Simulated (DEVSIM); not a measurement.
Structure: abrupt Si p-n junction, at 300 K.

| layer (left to right) | material | thickness (μm) | Nd (cm⁻³) | Na (cm⁻³) | τn (s) | τp (s) |
|---|---|---|---|---|---|---|
| 1 | Si | 24.0 | - | 5.1e16 | 2.6e-7 | 2.6e-7 |
| 2 | Si | 0.460 | 2e15 | - | 2.6e-7 | 2.6e-7 |

Left contact: ohmic. Right contact: ohmic. Voltage is applied to the left contact. Recombination: SRH at mid-gap. Mobility is μmin + (μ − μmin)/(1 + (N/Nref)^α).

Constants are typed, rounded textbook-type inputs, not results; the design itself was drawn at random and stands for no fabricated device. Values at 300 K.

```
parameter           Si
-------------  -------
gap (eV)         1.124
affinity (eV)     4.05
permittivity      11.7
Nc (cm⁻³)      2.86e19
Nv (cm⁻³)       3.1e19
μn (cm²/Vs)       1417
μp (cm²/Vs)        470
μn,min              52
μp,min              45
Nref,n          9.7e16
Nref,p          2.2e17
αn                0.68
αp                0.72
```

Model (solved in DEVSIM): 1D drift-diffusion, Boltzmann statistics, complete ionisation; no tunnelling, impact ionisation, image-force lowering or self-heating.

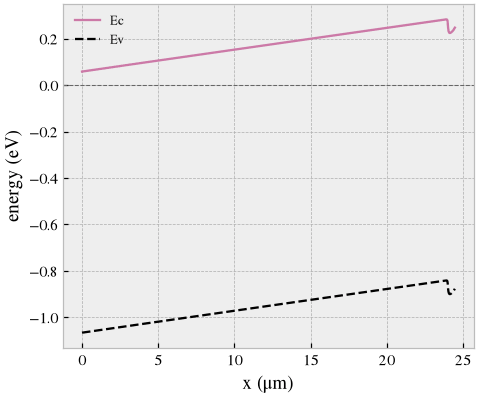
Fig. 1. Band edges at 0.9 V on the left contact

Energies count from the Fermi level of the right contact; mesh points crowd at the junctions.

```tsv
x (μm)	Ec (eV)	Ev (eV)	n (cm⁻³)	p (cm⁻³)	field (V/cm)
0.000	0.058	-1.066	2300	5.1e16	96
0.02810	0.059	-1.065	4.5e12	5.1e16	96
0.08453	0.059	-1.065	1.3e13	5.1e16	96
0.2114	0.060	-1.064	3.2e13	5.1e16	95
0.6279	0.064	-1.060	8.9e13	5.1e16	95
1.390	0.072	-1.052	1.7e14	5.1e16	95
2.919	0.086	-1.038	2.9e14	5.1e16	95
8.126	0.135	-0.989	4.2e14	5.1e16	94
15.69	0.206	-0.918	4.6e14	5.1e16	94
20.18	0.248	-0.876	4.7e14	5.1e16	94
22.18	0.267	-0.857	4.7e14	5.1e16	94
23.36	0.278	-0.846	4.8e14	5.1e16	94
23.72	0.281	-0.843	4.8e14	5.1e16	94
23.88	0.283	-0.841	4.8e14	5.1e16	73
23.97	0.278	-0.846	5.9e14	4.1e16	-2900
24.00	0.262	-0.862	1.1e15	2.2e16	-11000
24.02	0.242	-0.882	2.4e15	9.7e15	-5300
24.08	0.227	-0.897	4.3e15	4.9e15	-1300
24.23	0.227	-0.897	4.3e15	2.5e15	530
24.35	0.236	-0.888	3.1e15	1.3e15	900
24.42	0.243	-0.881	2.4e15	5.4e14	1100
24.46	0.247	-0.877	2.0e15	58000	1200
```
